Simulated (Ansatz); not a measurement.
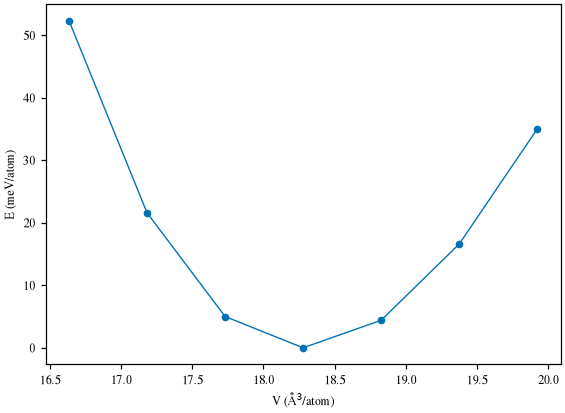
Figure. Ag in space group P6/mmm (No. 191; Ag on 2e, Ag on 2d, Ag on 3f) under volume change, r²SCAN in the plane-wave PAW code Ansatz, shape and atoms relaxed at each volume.

Problem. What does a third-order Birch–Murnaghan fit give for V₀, B₀ and B′?

Solution. V₀ = 18.28 Å³/atom, B₀ = 91.8 GPa, B′ = 5.7.

The start of the workflow was typed in or built on a structure type; neither database checked (COD, Materials Project) lists it. It is not the phase usual at ambient conditions (space group No. 225). Symmetry was held in the r²SCAN relaxation; its stability against distortions is not shown here. No spin polarisation was allowed.

Potentials: the earlier of the program's two PAW sets.
